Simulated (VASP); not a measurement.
Band structure of TlHg (space group Pm-3m). Level of theory: PBEsol GGA, VASP's PBE PAW potentials (set 64) (plane waves; VASP 6.6.1).

Unless said otherwise, spin-orbit coupling is left out, though it shifts the bands of the heavy elements here.

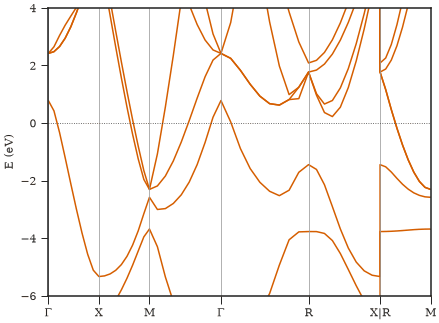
Figure. Bands along high-symmetry lines, zero at the valence-band maximum or, without a gap, the Fermi level

Task: Read the plot: is there a gap, and where are the band edges?

Result: It has no gap at this level: it comes out as a metal or semimetal.

The structure comes from a measured TlHg entry of the Crystallography Open Database, whose conditions weren't checked. The cell was not relaxed at this level. The electron count is odd and the run is not spin-polarised, which forces a metal.
